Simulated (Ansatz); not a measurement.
**Sensitivity of the G0W0 gap of Bi2Te3 (quintuple layer)**

A base run on Bi2Te3 (quintuple layer), then changed inputs.

Main program and level: Ansatz 0.2.0; G0W0 on PBE, plane waves, PAW; PAW set soft_1.

## Step 1: Set-up

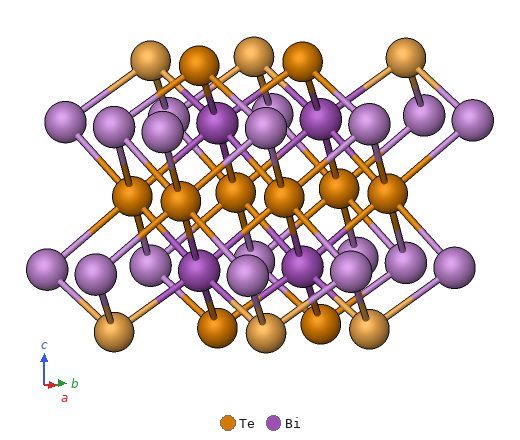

The cell as given, from the side, with the c axis up (tellurium orange, bismuth purple). 1×2×1 cells are drawn. Some periodic images of atoms are drawn too.

The cell holds 5 atoms: 3 Te and 2 Bi. Its edges and angles: a = 4.426 Å, b = 4.426 Å, c = 38.300 Å, α = 90.0°, β = 90.0°, γ = 120.0°. Vacuum lies along c.

The structure was relaxed with PBE. The runs that relaxed it are not among those shown. Spin-orbit coupling is left out unless a step names it. The Coulomb interaction is cut off across the vacuum.

## Step 2: The base run: 6×6×1 mesh, 359 empty bands, screening to 39 eV, PAW set soft_1 files

Now the one-shot GW correction: screening in the RPA, then the self-energy of the levels asked for. This step takes PAW set soft_1 files.

Input file input.yaml:

```yaml
crystal:
  lattice:
    - [4.4255494105, 0.0, 0.0]
    - [-2.2127747053, 3.8326382152, 0.0]
    - [0.0, 0.0, 38.3]
  atoms:
    - { symbol: Te, position: [0.0, 0.0, 0.5] }
    - { symbol: Bi, position: [0.3333333333, 0.6666666667, 0.5538264211] }
    - { symbol: Bi, position: [0.6666666667, 0.3333333333, 0.4461735789] }
    - { symbol: Te, position: [0.6666666667, 0.3333333333, 0.5988334388] }
    - { symbol: Te, position: [0.3333333333, 0.6666666667, 0.4011665612] }
  periodic: [true, true, false]
kpoints:
  mp_grid: { grid: [6, 6, 1] }
hamiltonian:
  xc: pbe
  pseudopotentials: { kind: paw, azcp: { folder: soft_1 } }
scf:
  occupations: { method: fixed }
gw:
  n_empty_bands: 359
  ecut_chi: 39.0
  qp_bands: [v2, c2]
  qp_kpoints: band_edges
  screening: { model: contour_deformation }
```

Started as:

```sh
> ansatz run input.yaml --threads 4 --pin off --max-ram 17510MiB --backend cpu --events-out ev --progress --plain --runs-dir out
```

Numbers of over 12 decimals in the logs are rounded to 6 here.

Log:

```text
Engine: ansatz 0.2.0, aarch64-unknown-linux-gnu
Pseudopotentials: kind: paw
Pseudopotential: Te, paw, valence charge 16, recommended cutoff 420 eV (normal), soft_1/Te.paw.azcp
Pseudopotential: Bi, paw, valence charge 15, recommended cutoff 420 eV (normal), soft_1/Bi.paw.azcp
Functional definition: PBE
  parameter kappa = 0.804
  parameter beta = 0.066725
  exchange = pbe_x(kappa = kappa, mu = beta*pi^2/3)
  correlation = pbe_c(beta = beta)
Crystal: 5 atoms, lattice volume = 649.627 Å³
Basis set: ecut = 420 eV, 12783 PW (Γ)
Bands: 47, of which v1, the nominal top of the filled ones, is band 39 counted from 1 (38 counted from 0)
Symmetry: 12 space group operations
Space group: P-3m1 (ITA 164), of the structure as read, at distance tolerance 8.7e-5 Å
k-points: 7 of 36
Non-local potential: Te, projectors of the file, l = 0: 2, l = 1: 2, l = 2: 2, l = 3: 1
Non-local potential: Bi, projectors of the file, l = 0: 2, l = 1: 2, l = 2: 2, l = 3: 1
PAW form: soft (Blöchl's): semilocal exchange-correlation on the pseudo side does not see the compensation charge
PAW one-centre angular grid: Te, 590 points (default); XC on 64 Gauss nodes
PAW one-centre angular grid: Bi, 590 points (default); XC on 64 Gauss nodes
Initial density: superposition of atomic densities (neutral atoms: chi_scale 0, normalization atom)
Initial wavefunctions: pseudopotential atomic-orbital guess
Functional: x = pbe(κ = 0.804, μ = 0.219515), c = pbe(β = 0.066725)
iter 1 solved again at ethr=2.25e-3 eV; its pass at ethr=3.10e-3 eV (dr2=1.76e0 eV) is discarded
SCF iter   1: F=—  HF=-45740.150133 eV  |F-HF|=—  |Δ(HF+E_count)|=         —  Δρ=1.02e-2  dr2=1.74e0  ethr=2.25e-3  ⟨swp⟩=1.9  Hψ=1626  notcnv=0  defer=36
preconditioner: auto → Resta (q_TF=auto, 1.916 Å⁻¹)  ε∞=1.8  [insulator: Δε(μ)=1.266 eV  Ē_g=8.563 eV  n_scr=100 (ndim 8)  ℏωp=7.7 eV  f_vac=0.702  ε∞_Penn≈1.8  vacuum switching on, ρ_ref=5.3e-3 e/Å³]
SCF iter   2: F=—  HF=-45739.933353 eV  |F-HF|=—  |Δ(HF+E_count)|=   2.17e-1  Δρ=5.35e-3  dr2=1.52e0  ethr=2.23e-3  ⟨swp⟩=4.0  Hψ=499  notcnv=0  defer=37
SCF iter   3: F=—  HF=-45739.869487 eV  |F-HF|=—  |Δ(HF+E_count)|=   6.39e-2  Δρ=4.25e-3  dr2=8.00e-1  ethr=1.95e-3  ⟨swp⟩=4.0  Hψ=522  notcnv=0  defer=37
SCF iter   4: F=—  HF=-45739.801616 eV  |F-HF|=—  |Δ(HF+E_count)|=   6.79e-2  Δρ=2.31e-3  dr2=1.32e-1  ethr=1.03e-3  ⟨swp⟩=2.1  Hψ=413  notcnv=0  defer=38
SCF iter   5: F=—  HF=-45739.791218 eV  |F-HF|=—  |Δ(HF+E_count)|=   1.04e-2  Δρ=5.72e-4  dr2=5.03e-3  ethr=1.69e-4  ⟨swp⟩=3.0  Hψ=451  notcnv=0  defer=42
SCF iter   6: F=—  HF=-45739.791146 eV  |F-HF|=—  |Δ(HF+E_count)|=   7.15e-5  Δρ=1.15e-4  dr2=1.91e-4  ethr=6.45e-6  ⟨swp⟩=2.6  Hψ=512  notcnv=0  defer=40
[...]
SCF 1 converged in 10 iterations: F = -45739.791201 eV  dr2 = 1.70e-8
[...]
NSCF: frozen V_eff on 7 k-points
G₀W₀ screening: q 1/7
[... further progress lines ...]
SCF converged after 10 iterations
Free energy (F): -45739.791201 eV
Harris-Foulkes:  -45739.791201 eV  (|F-HF|=1.32e-8)
Internal energy: -45739.791201 eV  (E = F + TS)
E sigma→0 (E₀):  -45739.791201 eV
Fermi energy:    -5.477782 eV
--- Per-component energies (eV) ---
  E_band       = -2085.938171
  E_kinetic    = 1017.849537
  E_local      = -214406.140291  (includes V_loc(G=0)·N_el)
  E_nonlocal   = 1014.634193
  E_hartree    = 106313.202211
  E_xc         = -669.831111
  E_vxc        = -566.317223  (∫ρ·V_xc dr)
  E_paw        = -35337.018674  (= ΣΔE_a)
  E_vpaw       = -1772.398851  (= ΣTr[D̂ρ^β])
  E_aug_tail   = 0.000673  (compensation charges beyond the density's cutoff)
  E_ewald      = 96327.512260
  E_smearing   = -0.000000  (= −TS)
  E_closure    = 0.000000  (closes the sum)
  Σ components = -45739.791201   (vs F -45739.791201, Δ=0.00e0)
--- Band table (eV; the first three rows and the last of 7) ---
  k-point 0: bands = [... 35 lower, -6.1894, -5.9178, -5.7186, -5.7186, -4.4856, -3.8528, -3.8528, -3.1047, ... 4 higher]
  k-point 1: bands = [... 35 lower, -6.5911, -5.8037, -5.6630, -5.4778, -4.0212, -3.5127, -3.4393, -2.7671, ... 4 higher]
  k-point 2: bands = [... 35 lower, -6.9379, -6.2808, -5.8528, -5.8149, -3.8835, -3.2043, -3.0312, -2.2653, ... 4 higher]
  k-point 6: bands = [... 35 lower, -7.6001, -6.4674, -5.8173, -5.8173, -3.4476, -2.8642, -2.8642, -1.5924, ... 4 higher]
--- G₀W₀: contour deformation, 7 samples at zero and on the imaginary axis and 2 off it, 36 q-points, 359 empty bands' worth ---
  eigenvalues of the whole cell's RPA ε∞ on this k-mesh (on a slab, of 1 + 4πα/V) = 1.2529, 8.0374, 8.0374; static W/v taken at q = 0 is 0.296291
  gw.qp_kpoints: band_edges: 7 of 7 stored k-points solved, in 1 pass; an edge of the gap read off the rows below is read off those points alone
    ik  band        ε_KS         Σx   Σc(E_QP)       V_xc       Z   E_QP_lin       E_QP  E_QP is
     0    38     -5.7186   -15.1736     1.4564   -13.7004  0.7110    -5.7354    -5.7354  root
     0    39     -5.7186   -15.1736     1.4564   -13.7004  0.7110    -5.7354    -5.7354  root
     0    40     -4.4856    -9.4967    -2.7041   -12.5951  0.7404    -4.0862    -4.0913  root
     0    41     -3.8528   -10.1502    -2.4745   -13.0360  0.7260    -3.4357    -3.4415  root
     1    38     -5.6630   -15.2553     1.4894   -13.7622  0.7104    -5.6667    -5.6667  root
     1    39     -5.4778   -15.0020     1.2456   -13.7976  0.7115    -5.4367    -5.4366  root
     1    40     -4.0212    -9.7757    -2.6573   -12.8466  0.7332    -3.6018    -3.6078  root
     1    41     -3.5127   -10.3143    -2.5952   -13.3551  0.7219    -3.0598    -3.0673  root
[...]
6    38     -5.8173   -14.8437     1.4416   -13.3859  0.7064    -5.8335    -5.8335  root
     6    39     -5.8173   -14.8437     1.4416   -13.3859  0.7064    -5.8335    -5.8335  root
     6    40     -3.4476    -9.1239    -2.8426   -12.3522  0.7242    -3.0564    -3.0620  root
     6    41     -2.8642    -9.9384    -2.9808   -13.3866  0.7099    -2.3869    -2.3967  root
```

Run time: 3.7 min. Hardware: 4 threads of Arm Neoverse V1, shared host; peak memory 3.5 GiB; 14 min of CPU time.

Reading the cycles: dr2 is the Hartree energy of the density residual (eV), the measure of convergence; HF is the Harris–Foulkes estimate of the energy, which meets the free energy F at convergence.

This step gave:

```yaml
bands_summed: 398
plane_waves_in_the_screening_matrix: 339
q_points_in_the_mesh: 36
g0w0_gap_on_the_mesh: 1.345 eV
k_of_the_valence_top: 0, 0.1667, 0
k_of_the_conduction_bottom: 0, 0, 0
starting_gap_on_the_mesh: 0.9922 eV
z_at_the_valence_top: 0.7115
z_at_the_conduction_bottom: 0.7404
least_direct_g0w0_gap_on_the_computed_points: 1.644 eV
```

The gap on the mesh goes from 0.99 eV to 1.35 eV, a correction of +0.35 eV. Between the two edge states, bare exchange in place of the xc potential would open the gap by 4.30 eV, and correlation takes back 3.95 eV.

## Step 3: Variant: frequency model

Edit input.yaml of step 2 so:

```diff
@@ -24,2 +24,2 @@
   qp_kpoints: band_edges
-  screening: { model: contour_deformation }
+  screening: { model: godby_needs }
```

Log:

```text
[...]
Crystal: 5 atoms, lattice volume = 649.627 Å³
Basis set: ecut = 420 eV, 12783 PW (Γ)
Bands: 47, of which v1, the nominal top of the filled ones, is band 39 counted from 1 (38 counted from 0)
Symmetry: 12 space group operations
[...]
k-points: 7 of 36
[...]
SCF iter  10: F=-45739.791201 eV  HF=-45739.791201 eV  |F-HF|=1.32e-8  |Δ(HF+E_count)|=   7.24e-8  Δρ=1.09e-6  dr2=1.70e-8  ethr=1.28e-10  ⟨swp⟩=25.3  Hψ=2079  notcnv=0
SCF 1 converged in 10 iterations: F = -45739.791201 eV  dr2 = 1.70e-8
[...]
NSCF: frozen V_eff on 7 k-points
G₀W₀ screening: q 1/7
[... further progress lines ...]
SCF converged after 10 iterations
Free energy (F): -45739.791201 eV
[...]
Internal energy: -45739.791201 eV  (E = F + TS)
E sigma→0 (E₀):  -45739.791201 eV
Fermi energy:    -5.477782 eV
[...]
--- Band table (eV; the first three rows and the last of 7) ---
  k-point 0: bands = [... 35 lower, -6.1894, -5.9178, -5.7186, -5.7186, -4.4856, -3.8528, -3.8528, -3.1047, ... 4 higher]
  k-point 1: bands = [... 35 lower, -6.5911, -5.8037, -5.6630, -5.4778, -4.0212, -3.5127, -3.4393, -2.7671, ... 4 higher]
  k-point 2: bands = [... 35 lower, -6.9379, -6.2808, -5.8528, -5.8149, -3.8835, -3.2043, -3.0312, -2.2653, ... 4 higher]
  k-point 6: bands = [... 35 lower, -7.6001, -6.4674, -5.8173, -5.8173, -3.4476, -2.8642, -2.8642, -1.5924, ... 4 higher]
--- G₀W₀: ω_p = 25.5848 eV, 36 q-points, 359 empty bands' worth ---
[...]
GN-PPA: 2163548/4692249 pairs with Re ω̃² < 0 across q-mesh
[...]
0    38     -5.7186   -15.1736     1.4347   -13.7004  0.7691    -5.7572    -5.7572  root
     0    39     -5.7186   -15.1736     1.4347   -13.7004  0.7691    -5.7572    -5.7572  root
     0    40     -4.4856    -9.4967    -2.7145   -12.5951  0.7868    -4.1004    -4.1017  root
     0    41     -3.8528   -10.1502    -2.4697   -13.0360  0.7783    -3.4353    -3.4367  root
     1    38     -5.6630   -15.2553     1.4716   -13.7622  0.7688    -5.6845    -5.6844  root
     1    39     -5.4778   -15.0020     1.2452   -13.7976  0.7701    -5.4370    -5.4370  root
     1    40     -4.0212    -9.7757    -2.6543   -12.8466  0.7835    -3.6033    -3.6047  root
     1    41     -3.5127   -10.3143    -2.5753   -13.3551  0.7774    -3.0454    -3.0472  root
[...]
6    38     -5.8173   -14.8437     1.4235   -13.3859  0.7690    -5.8516    -5.8516  root
     6    39     -5.8173   -14.8437     1.4235   -13.3859  0.7690    -5.8516    -5.8516  root
     6    40     -3.4476    -9.1239    -2.8377   -12.3522  0.7799    -3.0557    -3.0570  root
     6    41     -2.8642    -9.9384    -2.9272   -13.3866  0.7785    -2.3409    -2.3431  root
```

Run time: 3.9 min. Hardware: 4 threads; peak memory 3.5 GiB.

The G0W0 gap on the mesh is 1.335 eV.

Against the base:

```csv
setting,base,variant
frequency model,contour deformation,plasmon pole
```

```
                                    quantity  variant   base
                    starting gap on the mesh    0.992  0.992
                        G0W0 gap on the mesh    1.335  1.345
least direct G0W0 gap on the computed points    1.655  1.644
                        Z at the valence top    0.770  0.711
                  Z at the conduction bottom    0.787  0.740
```

## Step 4: Outcome

| Item | Value |
| --- | --- |
| base | 1.35 eV, 3.7 min |
| frequency model | 1.34 eV, 3.9 min |

**Reading.** Frequency model: the gap moves by −0.01 eV. All runs here use a coarse mesh and modest cutoffs; they test settings and are not final values. Mesh or cutoff lie under what a gap needs, so these runs test behaviour and cost; their gaps are not to be quoted. Where an edge is built on 6p states of lead, bismuth or thallium, scalar-relativistic gaps usually stand too wide, by a few tenths to over one eV. The mesh in the plane is coarse for a sheet; gap and any exciton binding can still move on denser ones. The many-body steps are scalar-relativistic: spin-orbit coupling is not in them.

[Paths, hosts, dates, memory and timing lines, banners, echoed tables and standing remarks are left out of the program output.]

[Logs are printed without paths, hosts, clocks, repeated set-up lines and the standing remarks that a program may print on its own settings, such as how far it seeks lower states.]

[Runs of the session that timed out or met a known fault of the program may be left out.]

[Cells called generated may have been cut or substituted from an entry of the Crystallography Open Database or the Materials Project.]

[Hosts, paths, dates, database ids (printed as entryN), source tags and the programs' standing remarks are cut or masked in the printed files.]
